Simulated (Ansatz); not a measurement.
**Molecular dynamics, with input and output: In7As7H20 (part 4 of 4)**

In7As7H20 (In7As7 zinc blende off sphere); RKS PBE/def2-SVP (Ansatz 0.2.0). The geometry comes from this level: PBE-D4/def2-SVP.

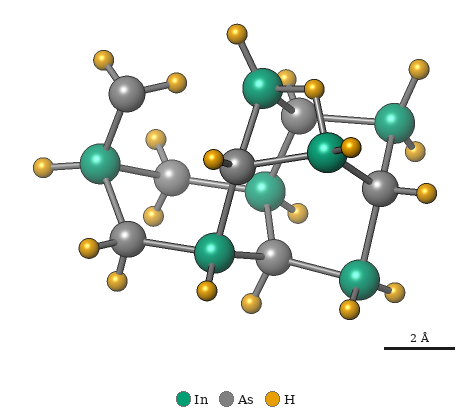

**Figure 1.** The geometry at step 23 of the log (ball-and-stick view, seen at a tilt).

**Trajectory as extended XYZ, continued**
```
34
Properties=species:S:1:pos:R:3:forces:R:3 step=20 time_fs=10.0 energy=-462319.97404 temperature=183.8
In    0.5397   -4.1810    0.8840    0.2258  -0.0532   0.1330
In   -2.7015    2.7830   -2.2648   -0.0419  -0.1185   0.0378
In    0.9289   -0.6706   -2.1957    0.3488  -0.1924  -0.0984
In   -2.5303   -1.1005    0.6328    0.1107   0.1101   0.3583
In    0.9674   -0.5622    3.5643   -0.0968  -0.1949   0.3280
In    1.2634    1.9431    1.5445   -0.1296   0.6310   0.3404
In    4.2537   -1.1534    0.7747    0.3726  -0.1449   0.0015
As   -3.8200    0.6147   -1.0243   -0.2119   0.8428   0.5042
As   -0.5908   -2.2772   -0.7400   -1.1092  -0.3807  -0.2762
As    2.2127   -2.3670    2.1099    0.1195  -0.2908   0.1511
As   -0.7399    1.1880   -3.2944   -0.0964   0.7385  -0.3633
As   -1.5470    4.0374   -0.2768    1.0198  -0.4090   0.4290
As    2.4267    0.5881   -0.3629    0.1147  -0.3400  -0.2287
As   -0.9695    0.5739    2.0756   -0.2572  -0.4491  -0.1763
H     1.5875   -5.1371   -0.1245   -0.0733  -0.0283  -0.0042
H    -0.6968   -4.6569    2.0228    0.0323   0.0423  -0.0850
H    -3.7488    3.5794   -3.4214    0.0721  -0.1599  -0.0035
H     1.7839   -1.7428   -3.3032   -0.0592   0.3081  -0.0144
H    -3.7717   -1.8327    1.6203    0.1029  -0.0822  -0.0612
H     0.9758   -0.7422    5.2982   -0.1029   0.0737  -0.0595
H     1.8969    1.0970    3.2127    0.3143   0.0394  -0.1790
H     1.4367    3.6407    1.9059    0.0213  -0.1233  -0.0743
H     4.7680   -2.2408   -0.5054   -0.0795   0.0982   0.0339
H     5.3894   -0.2789    1.8146   -0.3059  -0.0658  -0.1179
H    -4.4767   -0.2363   -2.0442   -0.3260  -0.5564  -0.7281
H    -5.1791    1.0945   -0.4411    0.4123  -0.1662   0.0383
H    -1.5767   -3.0078   -1.7427    0.6518   0.2789   0.3514
H     2.8525   -3.2066    3.2524   -0.1180   0.2607  -0.2865
H    -1.4177    0.5619   -4.4981   -0.0423  -0.2858  -0.2069
H    -0.0907    2.3108   -4.1594    0.1582  -0.4752   0.2877
H    -0.0460    3.4374   -0.4803   -1.1267   0.2366   0.0136
H    -1.1721    5.1874   -1.1916    0.0515   0.4367  -0.2718
H     3.1012    1.6175   -1.2622    0.0816   0.1555   0.0762
H    -1.8531    1.2137    3.1277   -0.0335   0.2640   0.1509
34
Properties=species:S:1:pos:R:3:forces:R:3 step=21 time_fs=10.5 energy=-462319.91509 temperature=169.7
In    0.5388   -4.1813    0.8842    0.3008  -0.0117   0.0779
In   -2.7013    2.7836   -2.2643   -0.0697  -0.1026   0.0167
In    0.9288   -0.6709   -2.1966    0.3768  -0.2182  -0.1184
In   -2.5307   -1.1013    0.6317    0.1574   0.1422   0.3366
In    0.9674   -0.5618    3.5640   -0.0881  -0.1823   0.3216
In    1.2635    1.9418    1.5448   -0.1248   0.7152   0.3670
In    4.2546   -1.1529    0.7751    0.4052  -0.0229   0.1476
As   -3.8205    0.6152   -1.0240   -0.1242   1.0061   0.6838
As   -0.5897   -2.2774   -0.7405   -1.1632  -0.4030  -0.3014
As    2.2138   -2.3666    2.1108    0.1323  -0.3094   0.1718
As   -0.7414    1.1872   -3.2944   -0.0799   0.7707  -0.3219
As   -1.5464    4.0379   -0.2777    1.0661  -0.5188   0.5042
As    2.4263    0.5887   -0.3625    0.1095  -0.3656  -0.2257
As   -0.9697    0.5745    2.0761   -0.2351  -0.4819  -0.2143
H     1.5873   -5.1341   -0.1221   -0.0560  -0.0409  -0.0230
H    -0.6883   -4.6560    2.0165   -0.0538   0.0141  -0.0076
H    -3.7502    3.5901   -3.4196    0.0996  -0.1863   0.0239
H     1.7843   -1.7562   -3.2983   -0.0788   0.3421   0.0069
H    -3.7722   -1.8234    1.6173    0.0659  -0.1109  -0.0300
H     0.9799   -0.7504    5.2964   -0.1059   0.0785  -0.0514
H     1.8956    1.1048    3.2177    0.3052   0.0139  -0.1784
H     1.4394    3.6454    1.9092    0.0134  -0.1890  -0.0920
H     4.7636   -2.2335   -0.4962   -0.0406   0.0181  -0.0626
H     5.4041   -0.2750    1.8164   -0.3806  -0.1142  -0.1752
H    -4.4680   -0.2292   -2.0382   -0.4385  -0.7063  -0.9109
H    -5.1827    1.0953   -0.4440    0.4363  -0.1762   0.0322
H    -1.5821   -3.0085   -1.7432    0.6913   0.3018   0.3820
H     2.8530   -3.2083    3.2555   -0.1326   0.2829  -0.3141
H    -1.4252    0.5612   -4.4904   -0.0689  -0.3171  -0.2579
H    -0.1026    2.3121   -4.1646    0.1700  -0.4807   0.2886
H    -0.0361    3.4388   -0.4770   -1.2044   0.2639   0.0146
H    -1.1752    5.1836   -1.1890    0.0836   0.5264  -0.3420
H     3.0980    1.6169   -1.2629    0.0928   0.1727   0.0656
H    -1.8525    1.2088    3.1283   -0.0610   0.2892   0.1859
34
Properties=species:S:1:pos:R:3:forces:R:3 step=22 time_fs=11.0 energy=-462319.86012 temperature=156.5
In    0.5380   -4.1816    0.8843    0.3783   0.0321   0.0196
In   -2.7011    2.7841   -2.2637   -0.0953  -0.0870  -0.0019
In    0.9287   -0.6712   -2.1974    0.4015  -0.2404  -0.1344
In   -2.5311   -1.1022    0.6305    0.2046   0.1734   0.3134
In    0.9674   -0.5614    3.5636   -0.0789  -0.1687   0.3135
In    1.2636    1.9404    1.5452   -0.1193   0.7917   0.3923
In    4.2555   -1.1524    0.7755    0.4286   0.0968   0.2899
As   -3.8210    0.6157   -1.0237   -0.0468   1.1323   0.8204
As   -0.5886   -2.2775   -0.7409   -1.2001  -0.4137  -0.3109
As    2.2149   -2.3662    2.1117    0.1384  -0.3197   0.1809
As   -0.7429    1.1864   -3.2944   -0.0748   0.7842  -0.2846
As   -1.5457    4.0384   -0.2786    1.0898  -0.5977   0.5673
As    2.4259    0.5893   -0.3621    0.1061  -0.3874  -0.2253
As   -0.9700    0.5751    2.0765   -0.2194  -0.5082  -0.2437
H     1.5870   -5.1313   -0.1198   -0.0382  -0.0535  -0.0420
H    -0.6800   -4.6551    2.0102   -0.1430  -0.0157   0.0730
H    -3.7513    3.6004   -3.4177    0.1245  -0.2111   0.0484
H     1.7846   -1.7688   -3.2934   -0.0957   0.3726   0.0245
H    -3.7725   -1.8144    1.6143    0.0277  -0.1393   0.0020
H     0.9837   -0.7585    5.2944   -0.1085   0.0833  -0.0422
H     1.8950    1.1125    3.2223    0.2944  -0.0128  -0.1774
H     1.4422    3.6497    1.9123    0.0055  -0.2477  -0.1086
H     4.7591   -2.2261   -0.4871   -0.0004  -0.0656  -0.1631
H     5.4179   -0.2715    1.8178   -0.4473  -0.1563  -0.2245
H    -4.4604   -0.2237   -2.0343   -0.5260  -0.8235  -1.0547
H    -5.1853    1.0957   -0.4467    0.4458  -0.1818   0.0307
H    -1.5860   -3.0085   -1.7427    0.7144   0.3128   0.3965
H     2.8532   -3.2094    3.2579   -0.1406   0.2965  -0.3298
H    -1.4329    0.5598   -4.4832   -0.0887  -0.3407  -0.2957
H    -0.1141    2.3123   -4.1692    0.1868  -0.4754   0.2808
H    -0.0290    3.4408   -0.4737   -1.2525   0.2799   0.0121
H    -1.1781    5.1810   -1.1872    0.1090   0.5958  -0.3965
H     3.0951    1.6168   -1.2635    0.1017   0.1862   0.0575
H    -1.8520    1.2047    3.1293   -0.0816   0.3084   0.2122
34
Properties=species:S:1:pos:R:3:forces:R:3 step=23 time_fs=11.5 energy=-462319.81445 temperature=145.5
In    0.5371   -4.1819    0.8845    0.4565   0.0771  -0.0402
In   -2.7009    2.7847   -2.2631   -0.1181  -0.0721  -0.0178
In    0.9286   -0.6715   -2.1983    0.4226  -0.2587  -0.1460
In   -2.5315   -1.1030    0.6293    0.2513   0.2030   0.2895
In    0.9674   -0.5610    3.5633   -0.0692  -0.1544   0.3039
In    1.2637    1.9392    1.5455   -0.1132   0.8594   0.4162
In    4.2564   -1.1519    0.7760    0.4431   0.2116   0.4255
As   -3.8215    0.6163   -1.0234    0.0123   1.2099   0.9000
As   -0.5876   -2.2776   -0.7414   -1.2198  -0.4130  -0.3045
As    2.2160   -2.3658    2.1127    0.1378  -0.3217   0.1780
As   -0.7445    1.1856   -3.2943   -0.0825   0.7780  -0.2534
As   -1.5450    4.0388   -0.2794    1.0931  -0.6414   0.6142
As    2.4255    0.5899   -0.3617    0.1050  -0.4048  -0.2282
As   -0.9702    0.5757    2.0770   -0.2113  -0.5272  -0.2628
H     1.5866   -5.1286   -0.1176   -0.0206  -0.0658  -0.0606
H    -0.6720   -4.6542    2.0041   -0.2327  -0.0461   0.1547
H    -3.7522    3.6102   -3.4157    0.1463  -0.2337   0.0697
H     1.7846   -1.7805   -3.2885   -0.1094   0.3990   0.0379
H    -3.7728   -1.8057    1.6113   -0.0105  -0.1669   0.0340
H     0.9873   -0.7664    5.2924   -0.1109   0.0881  -0.0322
H     1.8951    1.1203    3.2264    0.2823  -0.0403  -0.1761
H     1.4450    3.6534    1.9152   -0.0022  -0.2987  -0.1241
H     4.7545   -2.2189   -0.4784    0.0399  -0.1506  -0.2648
H     5.4306   -0.2683    1.8187   -0.5053  -0.1918  -0.2655
H    -4.4541   -0.2202   -2.0329   -0.5802  -0.8963  -1.1451
H    -5.1869    1.0957   -0.4494    0.4404  -0.1832   0.0338
H    -1.5881   -3.0077   -1.7413    0.7208   0.3122   0.3952
H     2.8531   -3.2097    3.2595   -0.1418   0.3011  -0.3332
H    -1.4408    0.5575   -4.4768   -0.0999  -0.3554  -0.3180
H    -0.1252    2.3113   -4.1730    0.2082  -0.4594   0.2641
H    -0.0249    3.4435   -0.4704   -1.2720   0.2852   0.0063
H    -1.1808    5.1798   -1.1863    0.1262   0.6402  -0.4315
H     3.0923    1.6172   -1.2640    0.1079   0.1956   0.0525
H    -1.8517    1.2013    3.1308   -0.0940   0.3210   0.2285
34
Properties=species:S:1:pos:R:3:forces:R:3 step=24 time_fs=12.0 energy=-462319.78205 temperature=137.7
In    0.5363   -4.1822    0.8847    0.5329   0.1219  -0.0993
In   -2.7007    2.7853   -2.2625   -0.1377  -0.0583  -0.0308
In    0.9285   -0.6718   -2.1992    0.4399  -0.2726  -0.1532
In   -2.5318   -1.1039    0.6282    0.2964   0.2302   0.2659
In    0.9674   -0.5607    3.5631   -0.0594  -0.1396   0.2932
In    1.2638    1.9379    1.5459   -0.1066   0.9177   0.4383
In    4.2573   -1.1515    0.7764    0.4498   0.3187   0.5512
As   -3.8221    0.6169   -1.0230    0.0481   1.2310   0.9128
As   -0.5867   -2.2778   -0.7419   -1.2222  -0.4008  -0.2825
As    2.2170   -2.3655    2.1136    0.1304  -0.3152   0.1631
As   -0.7460    1.1849   -3.2943   -0.1035   0.7516  -0.2294
As   -1.5442    4.0393   -0.2802    1.0773  -0.6469   0.6420
As    2.4250    0.5905   -0.3613    0.1062  -0.4175  -0.2346
As   -0.9705    0.5763    2.0774   -0.2117  -0.5386  -0.2708
H     1.5862   -5.1261   -0.1155   -0.0036  -0.0777  -0.0784
H    -0.6645   -4.6534    1.9983   -0.3202  -0.0760   0.2346
H    -3.7527    3.6194   -3.4135    0.1645  -0.2538   0.0873
H     1.7844   -1.7913   -3.2835   -0.1198   0.4209   0.0471
H    -3.7731   -1.7974    1.6083   -0.0476  -0.1930   0.0651
H     0.9906   -0.7741    5.2903   -0.1130   0.0929  -0.0215
H     1.8959    1.1279    3.2302    0.2691  -0.0682  -0.1745
H     1.4477    3.6563    1.9177   -0.0096  -0.3410  -0.1381
H     4.7501   -2.2121   -0.4703    0.0790  -0.2342  -0.3646
H     5.4421   -0.2656    1.8189   -0.5541  -0.2206  -0.2982
H    -4.4491   -0.2188   -2.0343   -0.5959  -0.9169  -1.1724
H    -5.1873    1.0952   -0.4520    0.4202  -0.1803   0.0414
H    -1.5885   -3.0062   -1.7390    0.7104   0.2998   0.3779
H     2.8526   -3.2093    3.2603   -0.1362   0.2965  -0.3242
H    -1.4489    0.5544   -4.4711   -0.1017  -0.3603  -0.3239
H    -0.1358    2.3093   -4.1762    0.2337  -0.4331   0.2388
H    -0.0239    3.4468   -0.4670   -1.2631   0.2802  -0.0025
H    -1.1831    5.1802   -1.1865    0.1341   0.6563  -0.4446
H     3.0899    1.6180   -1.2643    0.1111   0.2004   0.0509
H    -1.8516    1.1986    3.1329   -0.0974   0.3265   0.2337
34
Properties=species:S:1:pos:R:3:forces:R:3 step=25 time_fs=12.5 energy=-462319.76476 temperature=133.5
In    0.5354   -4.1825    0.8849    0.6050   0.1650  -0.1550
In   -2.7005    2.7859   -2.2619   -0.1537  -0.0458  -0.0406
In    0.9285   -0.6721   -2.2001    0.4533  -0.2817  -0.1557
In   -2.5322   -1.1047    0.6271    0.3387   0.2546   0.2434
In    0.9675   -0.5603    3.5628   -0.0495  -0.1248   0.2815
In    1.2639    1.9366    1.5462   -0.0998   0.9661   0.4584
In    4.2582   -1.1510    0.7769    0.4498   0.4150   0.6635
As   -3.8226    0.6176   -1.0226    0.0593   1.1934   0.8558
As   -0.5858   -2.2780   -0.7424   -1.2072  -0.3773  -0.2448
As    2.2181   -2.3651    2.1146    0.1162  -0.3005   0.1363
As   -0.7475    1.1842   -3.2943   -0.1378   0.7053  -0.2130
As   -1.5435    4.0397   -0.2810    1.0421  -0.6128   0.6496
As    2.4246    0.5911   -0.3609    0.1098  -0.4254  -0.2446
As   -0.9708    0.5769    2.0779   -0.2207  -0.5423  -0.2673
H     1.5857   -5.1237   -0.1137    0.0122  -0.0887  -0.0949
H    -0.6578   -4.6527    1.9931   -0.4021  -0.1044   0.3098
H    -3.7527    3.6279   -3.4111    0.1790  -0.2710   0.1009
H     1.7838   -1.8010   -3.2784   -0.1267   0.4380   0.0519
H    -3.7735   -1.7896    1.6056   -0.0824  -0.2170   0.0943
H     0.9936   -0.7816    5.2881   -0.1149   0.0977  -0.0103
H     1.8974    1.1354    3.2335    0.2549  -0.0961  -0.1728
H     1.4505    3.6585    1.9199   -0.0166  -0.3743  -0.1505
H     4.7459   -2.2058   -0.4632    0.1154  -0.3130  -0.4586
H     5.4523   -0.2634    1.8184   -0.5935  -0.2427  -0.3227
H    -4.4456   -0.2197   -2.0385   -0.5723  -0.8829  -1.1331
H    -5.1868    1.0943   -0.4545    0.3854  -0.1733   0.0533
H    -1.5872   -3.0040   -1.7358    0.6833   0.2757   0.3449
H     2.8518   -3.2082    3.2603   -0.1239   0.2831  -0.3030
H    -1.4572    0.5504   -4.4662   -0.0934  -0.3553  -0.3131
H    -0.1459    2.3062   -4.1788    0.2629  -0.3971   0.2052
H    -0.0258    3.4508   -0.4637   -1.2253   0.2646  -0.0142
H    -1.1852    5.1822   -1.1877    0.1327   0.6426  -0.4346
H     3.0877    1.6193   -1.2645    0.1114   0.2005   0.0529
H    -1.8518    1.1968    3.1355   -0.0917   0.3248   0.2274
```

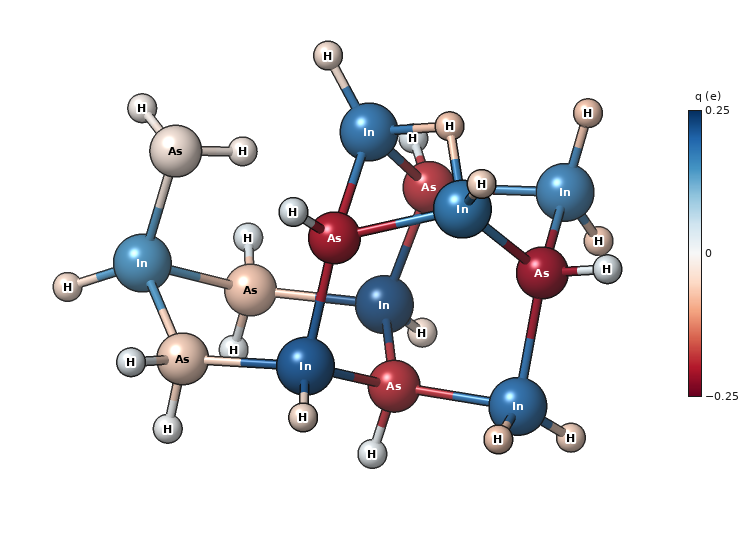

**Figure 2.** Mulliken charges, as the colour of each atom (ball-and-stick view, seen at a tilt). By element: In +0.16 to +0.23, As −0.21 to −0.03 and H −0.07 to +0.03 e.

This output came from the following input.

**The input**
```yaml
crystal:
  periodic: [false, false, false]
  atoms:
    - {symbol: In, position_ang: [0.556665, -4.175424, 0.881605]}
    - {symbol: In, position_ang: [-2.705187, 2.770672, -2.275827]}
    - {symbol: In, position_ang: [0.931384, -0.665075, -2.178211]}
    - {symbol: In, position_ang: [-2.522864, -1.083360, 0.657739]}
    - {symbol: In, position_ang: [0.966737, -0.570715, 3.571797]}
    - {symbol: In, position_ang: [1.260469, 1.970163, 1.538860]}
    - {symbol: In, position_ang: [4.236298, -1.165902, 0.763147]}
    - {symbol: As, position_ang: [-3.812542, 0.603918, -1.033416]}
    - {symbol: As, position_ang: [-0.615470, -2.275034, -0.729340]}
    - {symbol: As, position_ang: [2.190897, -2.375481, 2.090356]}
    - {symbol: As, position_ang: [-0.711462, 1.206314, -3.298665]}
    - {symbol: As, position_ang: [-1.559397, 4.030929, -0.258927]}
    - {symbol: As, position_ang: [2.436302, 0.574670, -0.372875]}
    - {symbol: As, position_ang: [-0.967023, 0.559806, 2.066817]}
    - {symbol: H, position_ang: [1.530970, -5.186616, -0.141012]}
    - {symbol: H, position_ang: [-0.712806, -4.614783, 1.989779]}
    - {symbol: H, position_ang: [-3.759477, 3.353799, -3.531640]}
    - {symbol: H, position_ang: [1.807880, -1.424868, -3.478393]}
    - {symbol: H, position_ang: [-3.657927, -2.000511, 1.601863]}
    - {symbol: H, position_ang: [0.856227, -0.552898, 5.302137]}
    - {symbol: H, position_ang: [2.068687, 0.998248, 3.035161]}
    - {symbol: H, position_ang: [1.406751, 3.664093, 1.845928]}
    - {symbol: H, position_ang: [4.757994, -2.216272, -0.518508]}
    - {symbol: H, position_ang: [5.161410, -0.237614, 1.905166]}
    - {symbol: H, position_ang: [-4.526445, -0.273560, -2.062561]}
    - {symbol: H, position_ang: [-5.080918, 1.058523, -0.311370]}
    - {symbol: H, position_ang: [-1.403018, -3.033946, -1.801193]}
    - {symbol: H, position_ang: [2.872743, -3.167431, 3.209657]}
    - {symbol: H, position_ang: [-1.211516, 0.545412, -4.586008]}
    - {symbol: H, position_ang: [0.247911, 2.170817, -3.997811]}
    - {symbol: H, position_ang: [-0.240217, 3.304890, -0.604703]}
    - {symbol: H, position_ang: [-1.172959, 5.213556, -1.174847]}
    - {symbol: H, position_ang: [3.168148, 1.646044, -1.182940]}
    - {symbol: H, position_ang: [-1.798244, 1.347648, 3.078217]}
basis:
  gaussian: {orbitals: def2-SVP, fitting: {mean_field: def2-universal-jkfit}}
hamiltonian: {xc: {name: PBE}}
md: {timestep: 0.5 fs, n_steps: 25, ensemble: nve, temperature: 300, initial_velocities: maxwell_boltzmann, seed: 571}
scf: {omitted_lower_state_checks: [starts]}
```

Command:
```bash
ansatz run in.yaml --threads 2 --pin off --events-out ev --progress --plain --max-ram 32768MiB --backend cuda --devices 0, --max-vram 18GiB
```

**Summary**

- outcome: finished
- mean temperature over the second half: 189 K
- trajectory: 25 steps, 12.5 fs
- ensemble: nve
- temperature in the input: 300 K
- time step: 0.5 fs
- potential energy (last step): −462319.7649 eV
- SCF solution under orbital rotations (last step): stable
- largest force (length of the vector) (last step): 1.546 eV/Å
- dipole moment (last step): 5.22 D
- hardware: 2 CPU threads, shared host
- wall time: 3 min (CPU time 3.8 min)
- peak memory: 1.2 GiB

**Remarks**

So short a trajectory is not equilibrated.
